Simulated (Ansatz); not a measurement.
## Electronic structure of BBrH$_{4}$OSi (SMILES BO[SiH2]Br) in real space

Input file:

```
crystal:
  periodic: [false, false, false]
  atoms:
    - {symbol: B, position_ang: [-0.499027, 1.477386, -0.260772]}
    - {symbol: O, position_ang: [-0.741930, 0.184476, 0.055375]}
    - {symbol: Si, position_ang: [0.294737, -1.062786, 0.340831]}
    - {symbol: Br, position_ang: [0.537237, -2.247235, -1.507378]}
    - {symbol: H, position_ang: [0.634526, 1.871250, -0.340841]}
    - {symbol: H, position_ang: [-1.439288, 2.194494, -0.444029]}
    - {symbol: H, position_ang: [1.624303, -0.548084, 0.734290]}
    - {symbol: H, position_ang: [-0.318360, -1.926601, 1.366725]}
basis:
  gaussian: {orbitals: def2-TZVPP}
hamiltonian: {xc: pbe0, dispersion: d4}
output: {orbitals: {seedname: orbitals}}
```

Run with:

```sh
ansatz run in.yaml --threads 4 --pin off --events-out ev --progress --plain --max-ram 10444MiB
```

Geometry: PBE0-D4/def2-TZVP.

All numbers below come from Ansatz 0.2.0, RKS PBE0-D4/def2-TZVPP.

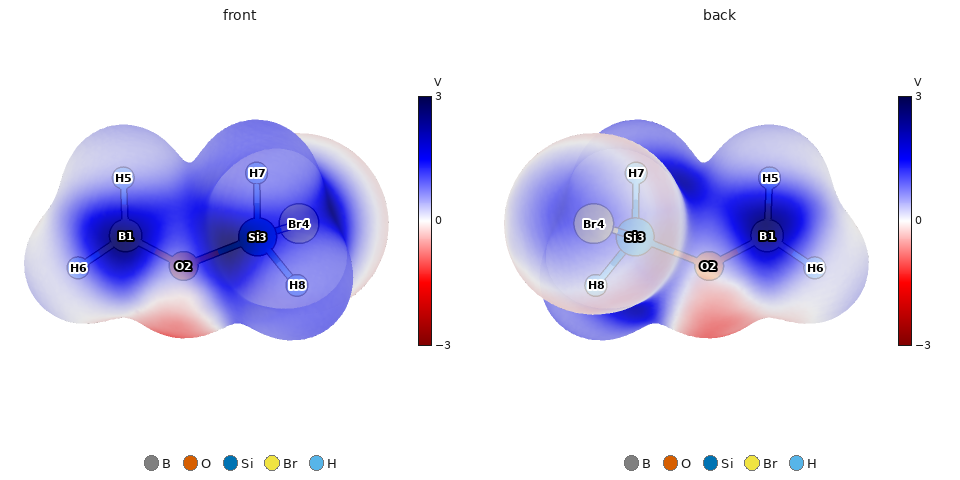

Figure 1. The molecular electrostatic potential painted on the density surface at 0.004 e/bohr³, seen from the front and from behind; red is negative and blue positive.

### Describe the electrostatic potential map.

The most negative region (about −0.8 V) lies over O2, the most positive (about +2.6 V) over B1 and Si3. Br4 shows a σ-hole: about +0.8 V at the tip opposite its bond, against about −0.1 V on its flanks.

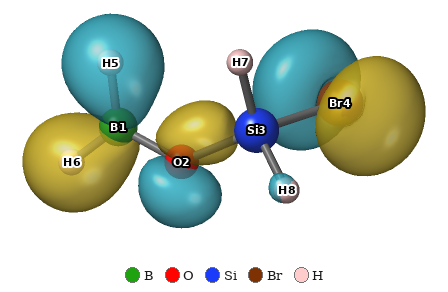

Figure 2. The HOMO−1 at ±0.1 Å⁻³ᐟ² (yellow and cyan are the two phases), seen at a tilt.

### What is the character of this orbital?

By Hirshfeld shares it lies mainly on Br4 (about 40 %), O2 (about 15 %), B1 (about 15 %), H6 (about 10 %) and H5 (about 10 %). Its energy is −8.76 eV.

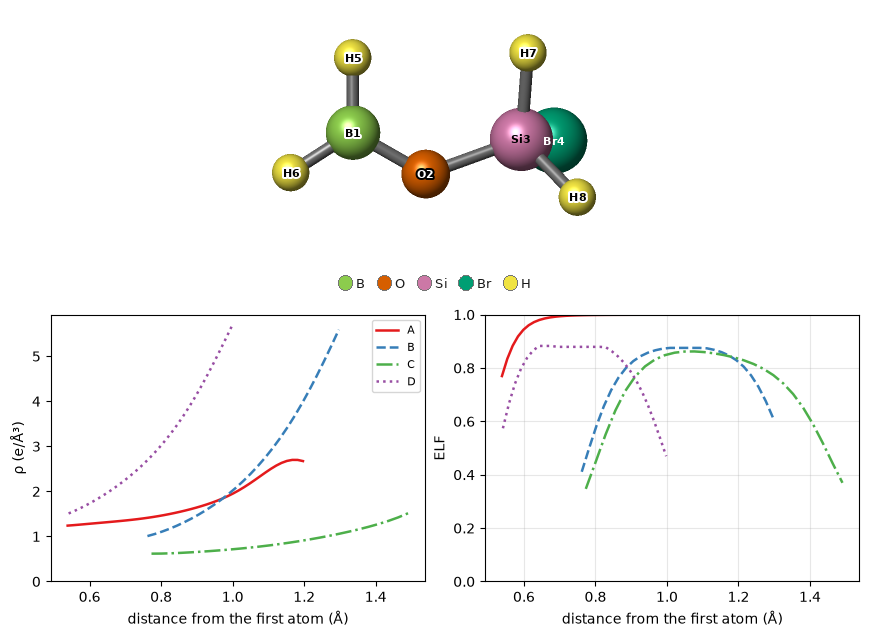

Figure 3. Total electron density and electron localisation function along straight lines between neighbouring atoms. The curves leave out the atomic cores. The structure is drawn too.

### Which curve belongs to which contact (B–H, B–O, Si–Br and Si–O)? The first atom named is at distance zero.

Curve A: B–H (1.20 Å): ρ is about 1.3 e/Å³ halfway; the ELF climbs to about 1 towards the hydrogen, as it does in any bond to H: an ordinary covalent bond to hydrogen. Curve B: Si–O (1.65 Å): the density is about 1.2 e/Å³ at the midpoint; the ELF peaks at about 0.90 between the atoms, as expected for a polar covalent bond. Curve C: Si–Br (2.21 Å): the density is about 0.8 e/Å³ at the midpoint; the ELF peaks at about 0.85 between the atoms, as expected for a shared but strongly polarised pair. Curve D: B–O (1.35 Å): ρ at the midpoint is about 2.1 e/Å³; the ELF peaks at about 0.90 between the atoms: a short, strongly polar bond.
